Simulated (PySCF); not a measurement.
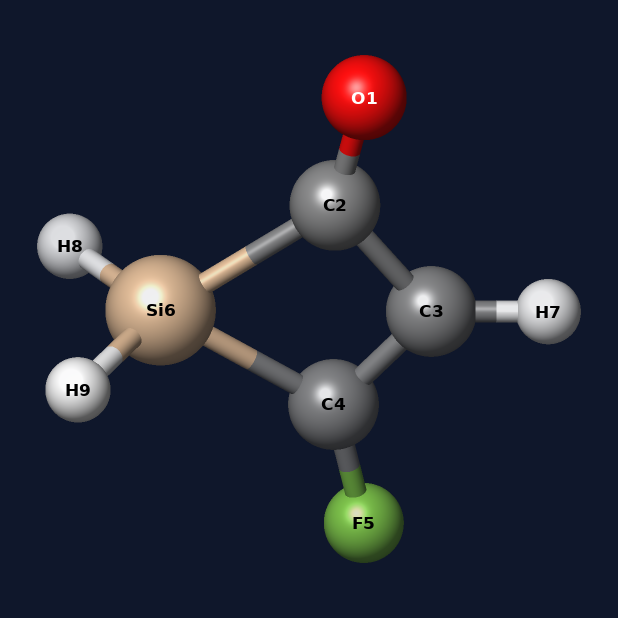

The geometry was computed by an optimisation with GFN2-xTB. No frequency run is at hand to confirm it as a minimum. Method: delta-SCF UKS SCAN, pcX-2 on the ionised atom, pcseg-1 elsewhere, spin-free X2C (PySCF 2.14.0).

Give the core-electron binding energies (to vacuum; p and d levels without spin–orbit splitting) of O1 1s, C2 1s, C3 1s, C4 1s, F5 1s, Si6 1s, Si6 2p.

```tsv
atom	level	binding energy (eV)
O1	1s	537.6
C2	1s	293.0
C3	1s	291.1
C4	1s	293.2
F5	1s	693.7
Si6	1s	1847.1
Si6	2p	107.6
```

The geometry is semi-empirical. Around Si such bond lengths and angles can be off by a tenth of an ångström or more and by several degrees, and values that hang on the shape move with them.
